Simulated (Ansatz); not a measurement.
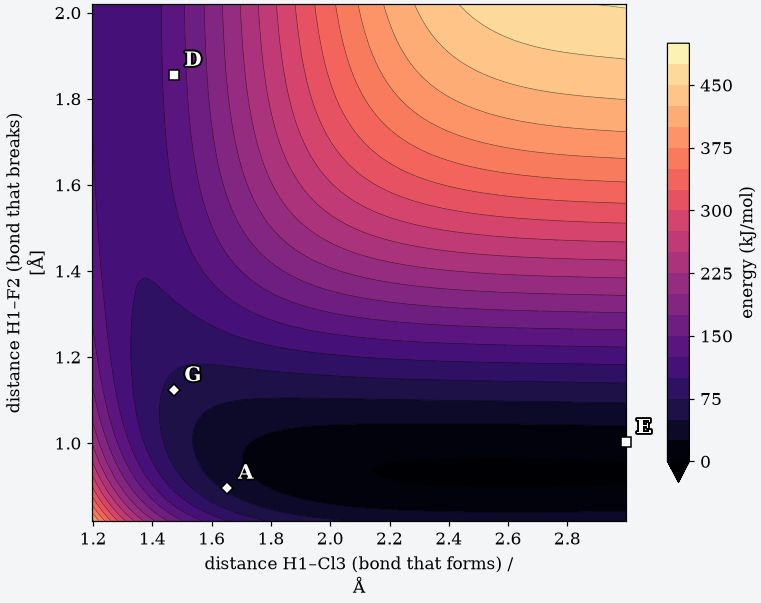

The reacting system ClFH (fragments FH + Cl where the first distance is long, ClH + F where the second is long), spin multiplicity 2. 
- Coordinates scanned: (1) distance H1–Cl3 (bond that forms); (2) distance H1–F2 (bond that breaks).
- Relaxed at each point: all other coordinates.
- The grid has 10 × 10 points.
- Points are written as (first, second).
- Energies: kJ/mol, counted from the lowest grid point.
- In part of the range the unrestricted reference is strongly spin-contaminated.
- The calculation used UKS B3LYP-D4/def2-SVP in Ansatz.

Drawn: filled contours, lettered points. Between grid points the surface is interpolated.

Question: Is D the lowest point of the computed grid?

Answer: No. D lies 136 kJ/mol above the lowest grid point, which is at (2.512 Å, 0.896 Å).

Question: Rank the lettered points by energy, lowest first.

Answer: E (11 kJ/mol), A (45 kJ/mol), G (69 kJ/mol), D (136 kJ/mol).
